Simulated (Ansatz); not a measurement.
**Ta2N: sliding across a plane**

Aim: for Ta2N, slide the crystal rigidly across a (0 0 1) plane.

Method: DFT PBEsol, scalar-relativistic, plane waves, PAW, in Ansatz 0.2.0.

3 further runs of the same task are left out: 3 set aside as unsound or not needed.

## 1. The structure to begin with

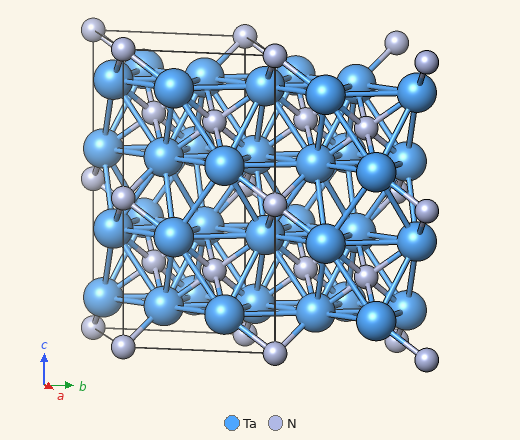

The starting structure, seen slightly off an axis (tantalum blue, nitrogen light blue). 1×2×1 cells are drawn. Atoms on the faces are drawn again on the opposite ones.

Structure file:

```cif
data_structure
_symmetry_space_group_name_H-M 'P-31m'
_symmetry_Int_Tables_number 162
_cell_length_a 5.2641
_cell_length_b 5.2641
_cell_length_c 4.9126
_cell_angle_alpha 90.000
_cell_angle_beta 90.000
_cell_angle_gamma 120.000
_cell_volume 117.89
loop_
_atom_site_label
_atom_site_type_symbol
_atom_site_symmetry_multiplicity
_atom_site_Wyckoff_symbol
_atom_site_fract_x
_atom_site_fract_y
_atom_site_fract_z
_atom_site_occupancy
Ta1 Ta 6 k 0.66680 0.66680 0.75279 1
N1 N 2 d 0.66667 0.33333 0.50000 1
N2 N 1 a 0.00000 0.00000 0.00000 1
```

It goes back to an entry of the Materials Project, which need not be the stable form.

It is built from the cell relaxed beforehand with the same method (13.10 Å³/atom).

## 2. The reference: the undisturbed cell on the scan's mesh

input.yaml

```yaml
crystal:
  lattice:
    - [-5.264097562, 0.0, 0.0]
    - [-2.632048781, -4.5588422167, 0.0]
    - [0.0, 0.0, 9.8252048922]
  atoms:
    - { symbol: Ta, position: [0.0, 0.333195896, 0.3763961411] }
    - { symbol: Ta, position: [0.0, 0.333195896, 0.8763961411] }
    - { symbol: Ta, position: [0.333195896, 0.666804104, 0.3763961411] }
    - { symbol: Ta, position: [0.333195896, 0.666804104, 0.8763961411] }
    - { symbol: Ta, position: [0.666804104, 1.0, 0.3763961411] }
    - { symbol: Ta, position: [0.666804104, 1.0, 0.8763961411] }
    - { symbol: Ta, position: [0.0, 0.666804104, 0.1236038589] }
    - { symbol: Ta, position: [0.0, 0.666804104, 0.6236038589] }
    - { symbol: Ta, position: [0.666804104, 0.333195896, 0.1236038589] }
    - { symbol: Ta, position: [0.666804104, 0.333195896, 0.6236038589] }
    - { symbol: Ta, position: [0.333195896, 1.0, 0.1236038589] }
    - { symbol: Ta, position: [0.333195896, 1.0, 0.6236038589] }
    - { symbol: "N", position: [0.6666666667, 0.6666666667, 0.25] }
    - { symbol: "N", position: [0.6666666667, 0.6666666667, 0.75] }
    - { symbol: "N", position: [0.3333333333, 0.3333333333, 0.25] }
    - { symbol: "N", position: [0.3333333333, 0.3333333333, 0.75] }
    - { symbol: "N", position: [0.0, 1.0, 0.5] }
    - { symbol: "N", position: [0.0, 1.0, 0.0] }
basis:
  ecutwfc: 420
kpoints:
  mp_grid: { grid: [9, 9, 4] }
hamiltonian:
  xc: pbesol
scf:
  occupations: { method: gaussian, width: 0.15 }
output:
  forces: true
  stress: true
  eigenvalues: true
```

Launch:

```
> ansatz run input.yaml --threads 2 --pin off --max-ram 5120MiB --backend cpu --events-out ev --progress --plain --runs-dir out
```

The program printed, shortened:

```text
Warning: RAYON_NUM_THREADS=2 ignored (pool sized by the plan → 2); use --threads N
[...]
Pseudopotentials: kind: paw
Pseudopotential: Ta, paw, valence charge 13, recommended cutoff 420 eV (normal), Ta.paw.azcp
Pseudopotential: N, paw, valence charge 5, recommended cutoff 420 eV (normal), N.paw.azcp
Functional definition: PBEsol
[...]
Crystal: 18 atoms, lattice volume = 235.787 Å³
Basis set: ecut = 420 eV, 4635 PW (Γ), exchange–correlation on 72×72×144 points (8 copies of the dense FFT grid, shifted against one another)
Bands: 112, of which v1, the nominal top of the filled ones, is band 93 counted from 1 (92 counted from 0)
Symmetry: 24 space group operations
Space group: P-31m (ITA 162), of the structure as read, at distance tolerance 6.2e-5 Å
k-points: 43 of 324
[...]
SCF iter   1: F=—  HF=-119967.937658 eV  |F-HF|=—  |Δ(HF+E_count)|=         —  Δρ=9.67e-3  dr2=1.88e-1  ethr=1.77e-3  ⟨swp⟩=6.4  Hψ=18983  notcnv=0
[...]
SCF iter   8: F=-119967.895546 eV  HF=-119967.895546 eV  |F-HF|=5.68e-10  |Δ(HF+E_count)|=   3.67e-8  Δρ=8.61e-7  dr2=1.46e-9  ethr=5.38e-11  ⟨swp⟩=11.4  Hψ=19048  notcnv=0
[...]
SCF converged after 8 iterations
Free energy (F): -119967.895546 eV
[...]
E sigma→0 (E₀):  -119967.862602 eV
Entropy (-TS):   -0.065887 eV (-3.660 meV/atom)
Fermi energy:    20.093052 eV
[...]
--- Forces (eV/Å), atoms counted from 1 ---
  atom   1  Ta     0.00545638     0.00945072    -0.00706319
  atom   2  Ta     0.00545638     0.00945072    -0.00706319
  atom   3  Ta     0.00545638    -0.00945072    -0.00706319
  atom   4  Ta     0.00545638    -0.00945072    -0.00706319
  atom   5  Ta    -0.01091275     0.00000000    -0.00706319
  atom   6  Ta    -0.01091275     0.00000000    -0.00706319
  atom   7  Ta    -0.00545638    -0.00945072     0.00706319
  atom   8  Ta    -0.00545638    -0.00945072     0.00706319
[...]
--- Stress (GPa, compression-positive) ---
       -0.047202      -0.000000      -0.000000
        0.000000      -0.047202       0.000000
       -0.000000       0.000000       0.003698
  P = ⅓ Tr σ = -0.0302 GPa (-0.302 kbar)
--- Band table (eV; the first three rows and the last of 43) ---
[...]
```

It took 28 s on 2 threads of Intel Xeon Platinum 8375C at 2.90GHz (Ice Lake), shared host; peak memory 1.2 GiB.

The cell is repeated 2 times, 18 atoms in all. The reference gives a free energy of -119967.8955 eV, pressure -0.03 GPa, largest force 0.013 eV/Å and gap on the mesh none (metal).

## 3. Setting up sliding across a plane

The cut lies on the cell's a–b face, a (0 0 1) plane of area 24.00 Å², between layers 1.24 Å apart (Ta below, N above); the cell is 9.8 Å thick. Vector c is tilted by f times 1·a + 0·b (length 5.264 Å) with the atoms' Cartesian places fixed: one unrelaxed fault per cell.

## 4. f = 0.200

input.yaml

```yaml
crystal:
  lattice:
    - [-5.264097562, 0.0, 0.0]
    - [-2.632048781, -4.5588422167, 0.0]
    - [-1.0528195124, 0.0, 9.8252048922]
  atoms:
    - { symbol: Ta, position: [-0.0379192282, 0.333195896, 0.1895961411] }
    - { symbol: Ta, position: [-0.1379192282, 0.333195896, 0.6895961411] }
    - { symbol: Ta, position: [0.2952766678, 0.666804104, 0.1895961411] }
    - { symbol: Ta, position: [0.1952766678, 0.666804104, 0.6895961411] }
    - { symbol: Ta, position: [0.6288848758, 1.0, 0.1895961411] }
    - { symbol: Ta, position: [0.5288848758, 1.0, 0.6895961411] }
    - { symbol: Ta, position: [-0.1873607718, 0.666804104, 0.9368038589] }
    - { symbol: Ta, position: [-0.0873607718, 0.666804104, 0.4368038589] }
    - { symbol: Ta, position: [0.4794433322, 0.333195896, 0.9368038589] }
    - { symbol: Ta, position: [0.5794433322, 0.333195896, 0.4368038589] }
    - { symbol: Ta, position: [0.1458351242, 1.0, 0.9368038589] }
    - { symbol: Ta, position: [0.2458351242, 1.0, 0.4368038589] }
    - { symbol: "N", position: [0.6540266667, 0.6666666667, 0.0632] }
    - { symbol: "N", position: [0.5540266667, 0.6666666667, 0.5632] }
    - { symbol: "N", position: [0.3206933333, 0.3333333333, 0.0632] }
    - { symbol: "N", position: [0.2206933333, 0.3333333333, 0.5632] }
    - { symbol: "N", position: [-0.06264, 1.0, 0.3132] }
    - { symbol: "N", position: [-0.16264, 1.0, 0.8132] }
basis:
  ecutwfc: 420
kpoints:
  mp_grid: { grid: [9, 9, 4] }
hamiltonian:
  xc: pbesol
scf:
  occupations: { method: gaussian, width: 0.15 }
output:
  forces: true
  stress: true
  eigenvalues: true
```

Launch:

```
> ansatz run input.yaml --threads 2 --pin off --max-ram 5120MiB --backend cpu --events-out ev --progress --plain --runs-dir out
```

The program printed, shortened:

```text
Warning: RAYON_NUM_THREADS=2 ignored (pool sized by the plan → 2); use --threads N
[...]
Pseudopotentials: kind: paw
Pseudopotential: Ta, paw, valence charge 13, recommended cutoff 420 eV (normal), Ta.paw.azcp
Pseudopotential: N, paw, valence charge 5, recommended cutoff 420 eV (normal), N.paw.azcp
Functional definition: PBEsol
[...]
Crystal: 18 atoms, lattice volume = 235.787 Å³
Basis set: ecut = 420 eV, 4629 PW (Γ), exchange–correlation on 72×72×144 points (8 copies of the dense FFT grid, shifted against one another)
Bands: 112, of which v1, the nominal top of the filled ones, is band 93 counted from 1 (92 counted from 0)
Symmetry: 2 space group operations
Space group: Cm (ITA 8), of the structure as read, at distance tolerance 6.2e-5 Å
k-points: 95 of 324 (time reversal used)
[...]
SCF converged after 9 iterations
Free energy (F): -119949.585557 eV
[...]
E sigma→0 (E₀):  -119949.544526 eV
Entropy (-TS):   -0.082063 eV (-4.559 meV/atom)
Fermi energy:    19.952929 eV
[...]
--- Forces (eV/Å), atoms counted from 1 ---
  atom   1  Ta     0.43601637     0.67618347     0.91786327
  atom   2  Ta    -0.00979314     0.26903419    -0.42083575
  atom   3  Ta     0.43601637    -0.67618347     0.91786327
  atom   4  Ta    -0.00979314    -0.26903419    -0.42083575
  atom   5  Ta    -0.60270581    -0.00000000     1.35275658
  atom   6  Ta    -0.08848571    -0.00000000     0.46185026
  atom   7  Ta   -19.71007300     1.44442272   -35.21271062
  atom   8  Ta     0.13723535     0.02456177     0.01852846
[...]
--- Stress (GPa, compression-positive) ---
       22.057850      -0.000000      35.039092
       -0.000000       6.231534      -0.000000
       35.039093      -0.000000      65.354081
  P = ⅓ Tr σ = 31.2145 GPa (312.145 kbar)
--- Band table (eV; the first three rows and the last of 95) ---
[...]
```

It took 94 s on 2 threads of Intel Xeon Platinum 8375C at 2.90GHz (Ice Lake), shared host; peak memory 1.8 GiB.

## 5. Variant: symmetry.detect false, xc_grid 1, scf.algorithm density_mixing

input.yaml: that of step 4 with these lines changed.

```diff
@@ -24,4 +24,6 @@
     - { symbol: "N", position: [-0.16264, 1.0, 0.8132] }
+  symmetry: { detect: false }
 basis:
   ecutwfc: 420
+  xc_grid: 1
 kpoints:
@@ -32,5 +34,6 @@
   occupations: { method: gaussian, width: 0.15 }
+  algorithm: density_mixing
 output:
   forces: true
+  eigenvalues: true
   stress: true
-  eigenvalues: true
```

Launch:

```
> ansatz run input.yaml --threads 2 --pin off --max-ram 5120MiB --backend cpu --events-out ev --progress --plain --runs-dir out
```

The program printed, shortened:

```text
Warning: RAYON_NUM_THREADS=2 ignored (pool sized by the plan → 2); use --threads N
[...]
Pseudopotentials: kind: paw
Pseudopotential: Ta, paw, valence charge 13, recommended cutoff 420 eV (normal), Ta.paw.azcp
Pseudopotential: N, paw, valence charge 5, recommended cutoff 420 eV (normal), N.paw.azcp
Functional definition: PBEsol
[...]
Crystal: 18 atoms, lattice volume = 235.787 Å³
Basis set: ecut = 420 eV, 4629 PW (Γ)
Bands: 112, of which v1, the nominal top of the filled ones, is band 93 counted from 1 (92 counted from 0)
Symmetry: 1 space group operations
k-points: 163 of 324 (time reversal used)
[...]
SCF iter   1: F=—  HF=-119950.124178 eV  |F-HF|=—  |Δ(HF+E_count)|=         —  Δρ=1.92e-2  dr2=6.66e0  ethr=1.77e-3  ⟨swp⟩=6.6  Hψ=74209  notcnv=0
[...]
SCF iter   9: F=-119949.585464 eV  HF=-119949.585464 eV  |F-HF|=3.33e-8  |Δ(HF+E_count)|=   1.07e-7  Δρ=3.80e-6  dr2=4.53e-8  ethr=5.38e-11  ⟨swp⟩=15.3  Hψ=78542  notcnv=0
[...]
SCF converged after 9 iterations
Free energy (F): -119949.585464 eV
[...]
E sigma→0 (E₀):  -119949.544433 eV
Entropy (-TS):   -0.082063 eV (-4.559 meV/atom)
Fermi energy:    19.952930 eV
[...]
--- Forces (eV/Å), atoms counted from 1 ---
  atom   1  Ta     0.43600818     0.67619363     0.91786447
  atom   2  Ta    -0.00979488     0.26904184    -0.42082455
  atom   3  Ta     0.43600564    -0.67617901     0.91785726
  atom   4  Ta    -0.00979352    -0.26902795    -0.42083461
  atom   5  Ta    -0.60271046     0.00000695     1.35275918
  atom   6  Ta    -0.08849226     0.00000631     0.46186184
  atom   7  Ta   -19.71007822     1.44441525   -35.21270549
  atom   8  Ta     0.13723541     0.02455480     0.01852317
[...]
--- Stress (GPa, compression-positive) ---
       22.057698      -0.000110      35.039094
       -0.000110       6.231625      -0.000003
       35.039095      -0.000003      65.354071
  P = ⅓ Tr σ = 31.2145 GPa (312.145 kbar)
--- Band table (eV; the first three rows and the last of 163) ---
[...]
```

Run time: 2.8 min. Hardware: 2 threads of Intel Xeon Platinum 8375C at 2.90GHz (Ice Lake), shared host; peak memory 2.8 GiB.

| run | ending | energy change | pressure (GPa) | gap (eV) | force (eV/Å) | cycles | time |
| --- | --- | --- | --- | --- | --- | --- | --- |
| step 4 | converged | 0 | 31.2 | 0.00 | 40.38 | 9 | 94 s |
| variant | converged | 0.0 meV/atom | 31.2 | 0.00 | 40.38 | 9 | 2.8 min |

Changing the use of symmetry, numerical grids and solver hardly moves the energy: 0.0 meV/atom. Cost: 2.8 min against 94 s.

## 6. Point f = 0.400

input.yaml

```yaml
crystal:
  lattice:
    - [-5.264097562, 0.0, 0.0]
    - [-2.632048781, -4.5588422167, 0.0]
    - [-2.1056390248, 0.0, 9.8252048922]
  atoms:
    - { symbol: Ta, position: [-0.0758384564, 0.333195896, 0.1895961411] }
    - { symbol: Ta, position: [-0.2758384564, 0.333195896, 0.6895961411] }
    - { symbol: Ta, position: [0.2573574396, 0.666804104, 0.1895961411] }
    - { symbol: Ta, position: [0.0573574396, 0.666804104, 0.6895961411] }
    - { symbol: Ta, position: [0.5909656476, 1.0, 0.1895961411] }
    - { symbol: Ta, position: [0.3909656476, 1.0, 0.6895961411] }
    - { symbol: Ta, position: [-0.3747215436, 0.666804104, 0.9368038589] }
    - { symbol: Ta, position: [-0.1747215436, 0.666804104, 0.4368038589] }
    - { symbol: Ta, position: [0.2920825604, 0.333195896, 0.9368038589] }
    - { symbol: Ta, position: [0.4920825604, 0.333195896, 0.4368038589] }
    - { symbol: Ta, position: [-0.0415256476, 1.0, 0.9368038589] }
    - { symbol: Ta, position: [0.1584743524, 1.0, 0.4368038589] }
    - { symbol: "N", position: [0.6413866667, 0.6666666667, 0.0632] }
    - { symbol: "N", position: [0.4413866667, 0.6666666667, 0.5632] }
    - { symbol: "N", position: [0.3080533333, 0.3333333333, 0.0632] }
    - { symbol: "N", position: [0.1080533333, 0.3333333333, 0.5632] }
    - { symbol: "N", position: [-0.12528, 1.0, 0.3132] }
    - { symbol: "N", position: [-0.32528, 1.0, 0.8132] }
basis:
  ecutwfc: 420
kpoints:
  mp_grid: { grid: [9, 9, 4] }
hamiltonian:
  xc: pbesol
scf:
  occupations: { method: gaussian, width: 0.15 }
output:
  forces: true
  stress: true
  eigenvalues: true
```

Launch:

```
> ansatz run input.yaml --threads 2 --pin off --max-ram 5120MiB --backend cpu --events-out ev --progress --plain --runs-dir out
```

The program printed, shortened:

```text
Warning: RAYON_NUM_THREADS=2 ignored (pool sized by the plan → 2); use --threads N
[...]
Pseudopotentials: kind: paw
Pseudopotential: Ta, paw, valence charge 13, recommended cutoff 420 eV (normal), Ta.paw.azcp
Pseudopotential: N, paw, valence charge 5, recommended cutoff 420 eV (normal), N.paw.azcp
Functional definition: PBEsol
[...]
Crystal: 18 atoms, lattice volume = 235.787 Å³
Basis set: ecut = 420 eV, 4619 PW (Γ), exchange–correlation on 72×72×144 points (8 copies of the dense FFT grid, shifted against one another)
Bands: 112, of which v1, the nominal top of the filled ones, is band 93 counted from 1 (92 counted from 0)
Symmetry: 2 space group operations
Space group: Cm (ITA 8), of the structure as read, at distance tolerance 6.2e-5 Å
k-points: 95 of 324 (time reversal used)
[...]
SCF converged after 9 iterations
Free energy (F): -119935.184661 eV
[...]
E sigma→0 (E₀):  -119935.143250 eV
Entropy (-TS):   -0.082822 eV (-4.601 meV/atom)
Fermi energy:    19.915652 eV
[...]
--- Forces (eV/Å), atoms counted from 1 ---
  atom   1  Ta     1.26984919     0.71550107     0.88592329
  atom   2  Ta    -0.31365254     0.30423769    -0.62223858
  atom   3  Ta     1.26984919    -0.71550107     0.88592329
  atom   4  Ta    -0.31365254    -0.30423769    -0.62223858
  atom   5  Ta    -0.85462252    -0.00000000     0.93916494
  atom   6  Ta     0.22336909     0.00000000    -0.10521390
  atom   7  Ta    19.53502516     1.02827376   -70.21805900
  atom   8  Ta     0.01201513     0.03917746     0.12811085
[...]
--- Stress (GPa, compression-positive) ---
       13.949804       0.000000     -28.149728
        0.000000       5.839700      -0.000000
      -28.149728      -0.000000     126.143495
  P = ⅓ Tr σ = 48.6443 GPa (486.443 kbar)
--- Band table (eV; the first three rows and the last of 95) ---
[...]
```

It took 1.8 min on 2 threads of Intel Xeon Platinum 8375C at 2.90GHz (Ice Lake), shared host; peak memory 1.8 GiB.

## 7. Point f = 0.600

input.yaml

```yaml
crystal:
  lattice:
    - [-5.264097562, 0.0, 0.0]
    - [-2.632048781, -4.5588422167, 0.0]
    - [-3.1584585372, 0.0, 9.8252048922]
  atoms:
    - { symbol: Ta, position: [-0.1137576847, 0.333195896, 0.1895961411] }
    - { symbol: Ta, position: [-0.4137576847, 0.333195896, 0.6895961411] }
    - { symbol: Ta, position: [0.2194382113, 0.666804104, 0.1895961411] }
    - { symbol: Ta, position: [-0.0805617887, 0.666804104, 0.6895961411] }
    - { symbol: Ta, position: [0.5530464193, 1.0, 0.1895961411] }
    - { symbol: Ta, position: [0.2530464193, 1.0, 0.6895961411] }
    - { symbol: Ta, position: [-0.5620823153, 0.666804104, 0.9368038589] }
    - { symbol: Ta, position: [-0.2620823153, 0.666804104, 0.4368038589] }
    - { symbol: Ta, position: [0.1047217887, 0.333195896, 0.9368038589] }
    - { symbol: Ta, position: [0.4047217887, 0.333195896, 0.4368038589] }
    - { symbol: Ta, position: [-0.2288864193, 1.0, 0.9368038589] }
    - { symbol: Ta, position: [0.0711135807, 1.0, 0.4368038589] }
    - { symbol: "N", position: [0.6287466667, 0.6666666667, 0.0632] }
    - { symbol: "N", position: [0.3287466667, 0.6666666667, 0.5632] }
    - { symbol: "N", position: [0.2954133333, 0.3333333333, 0.0632] }
    - { symbol: "N", position: [-0.0045866667, 0.3333333333, 0.5632] }
    - { symbol: "N", position: [-0.18792, 1.0, 0.3132] }
    - { symbol: "N", position: [-0.48792, 1.0, 0.8132] }
basis:
  ecutwfc: 420
kpoints:
  mp_grid: { grid: [9, 9, 4] }
hamiltonian:
  xc: pbesol
scf:
  occupations: { method: gaussian, width: 0.15 }
output:
  forces: true
  stress: true
  eigenvalues: true
```

Launch:

```
> ansatz run input.yaml --threads 2 --pin off --max-ram 5120MiB --backend cpu --events-out ev --progress --plain --runs-dir out
```

The program printed, shortened:

```text
Warning: RAYON_NUM_THREADS=2 ignored (pool sized by the plan → 2); use --threads N
[...]
Pseudopotentials: kind: paw
Pseudopotential: Ta, paw, valence charge 13, recommended cutoff 420 eV (normal), Ta.paw.azcp
Pseudopotential: N, paw, valence charge 5, recommended cutoff 420 eV (normal), N.paw.azcp
Functional definition: PBEsol
[...]
Crystal: 18 atoms, lattice volume = 235.787 Å³
Basis set: ecut = 420 eV, 4619 PW (Γ), exchange–correlation on 72×72×144 points (8 copies of the dense FFT grid, shifted against one another)
Bands: 112, of which v1, the nominal top of the filled ones, is band 93 counted from 1 (92 counted from 0)
Symmetry: 2 space group operations
Space group: Cm (ITA 8), of the structure as read, at distance tolerance 6.2e-5 Å
k-points: 95 of 324 (time reversal used)
[...]
SCF converged after 8 iterations
Free energy (F): -119962.067600 eV
[...]
E sigma→0 (E₀):  -119962.019234 eV
Entropy (-TS):   -0.096732 eV (-5.374 meV/atom)
Fermi energy:    19.912647 eV
[...]
--- Forces (eV/Å), atoms counted from 1 ---
  atom   1  Ta     0.88779895    -0.00521882     3.52436283
  atom   2  Ta     0.11492657     0.04706196    -0.05904224
  atom   3  Ta     0.88779895     0.00521882     3.52436283
  atom   4  Ta     0.11492657    -0.04706196    -0.05904224
  atom   5  Ta     0.68072583     0.00000000     4.00119701
  atom   6  Ta     0.23080664    -0.00000000    -0.33493491
  atom   7  Ta     2.97503650     1.23454600    -6.05472194
  atom   8  Ta    -0.01828661     0.12675364    -0.04026565
[...]
--- Stress (GPa, compression-positive) ---
        3.906348      -0.000000      -2.626031
       -0.000000      -0.381482       0.000000
       -2.626031       0.000000      23.764403
  P = ⅓ Tr σ = 9.0964 GPa (90.964 kbar)
--- Band table (eV; the first three rows and the last of 95) ---
[...]
```

Run time: 90 s. Hardware: 2 threads of Intel Xeon Platinum 8375C at 2.90GHz (Ice Lake), shared host; peak memory 1.8 GiB.

## 8. Results of the scan

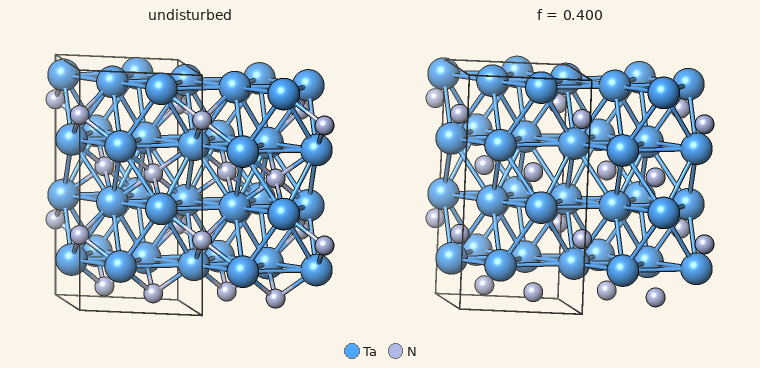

The undisturbed cell and the costliest point of the scan, at one scale, with neighbouring cells.

All points in order; energies are free energies above the reference cell:

| f | γ (mJ/m²) | shear traction (GPa) |
| --- | --- | --- |
| 0.000 | 0 | 0.0 |
| 0.200 | 12224 | 266.1 |
| 0.400 | 21839 | -242.6 |
| 0.600 | 3891 | -36.0 |

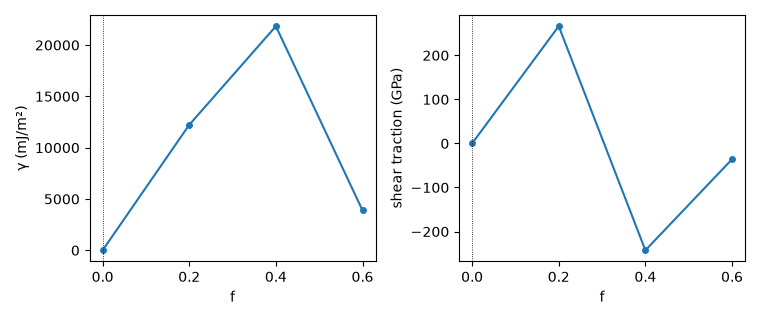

γ and shear traction along the scan.

## 9. What came out

```
                                                                                        quantity                     value
                                                                    highest fault energy sampled  21839 mJ/m² at f = 0.400
                                                                  largest shear traction sampled                 266.1 GPa
step 5, run with symmetry.detect false, xc_grid 1, scf.algorithm density_mixing (against step 4)              0.0 meV/atom
```

Of the points run, the one at f = 0.400 is highest, 21839 mJ/m². The values are for rigid blocks: relaxation normal to the plane would bring them down. Spin-orbit coupling is left out for Ta. Where forces pass 15 eV/Å atoms stand far too close, the PAW spheres overlap strongly and those numbers are rough.
